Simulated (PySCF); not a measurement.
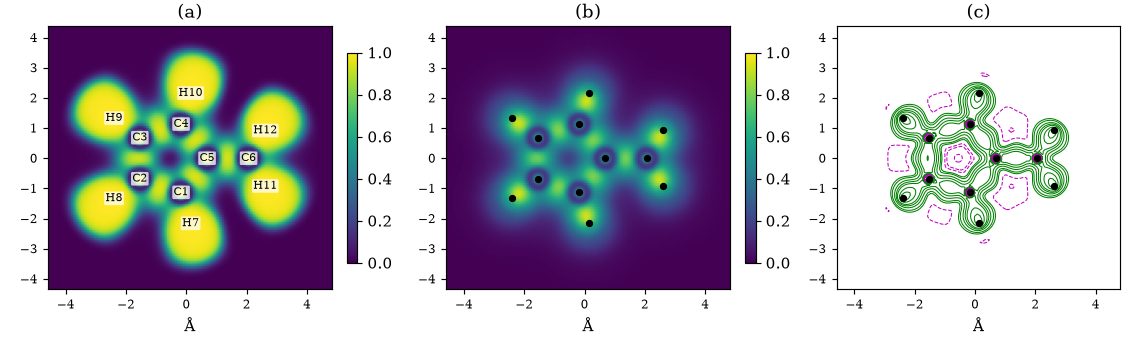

Figure 1: C6H6, triplet, SMILES `[CH]1C=C[CH]C1=C`. Three fields in the molecular plane. (c): solid green lines positive, dashed magenta lines negative.

Computed with PySCF, M06-2X/cc-pVDZ, geometry: GFN2-xTB. No frequency check shows the geometry to be a minimum. The stability of the open-shell solution wasn't checked. GFN2-xTB doesn't know the spin state, so this open-shell geometry is rough.

Cartesian coordinates (Å):

```
C1       0.0945    1.1320    0.0000
C2       1.4619    0.6813    0.0000
C3       1.4619   -0.6813    0.0000
C4       0.0945   -1.1320    0.0000
C5      -0.7673    0.0001    0.0000
C6      -2.1448   -0.0001    0.0000
H7      -0.2212    2.1588    0.0000
H8       2.3173    1.3307    0.0000
H9       2.3174   -1.3307    0.0000
H10     -0.2211   -2.1588    0.0000
H11     -2.6982    0.9199    0.0000
H12     -2.6982   -0.9200    0.0000
```

The panels show, in some order, the localised orbital locator (LOL), deformation density and electron localisation function (ELF). Which is which?

Answer. (a) is the electron localisation function (ELF): it runs from 0 to 1 and is close to 1 over wide basins that fill the valence regions. (b) is the localised orbital locator (LOL): it runs from 0 to 1, peaks where electrons are localised, as in bonds, and fades smoothly outside. (c) is the deformation density: it has both signs, with gains where valence electrons gather and losses around them.
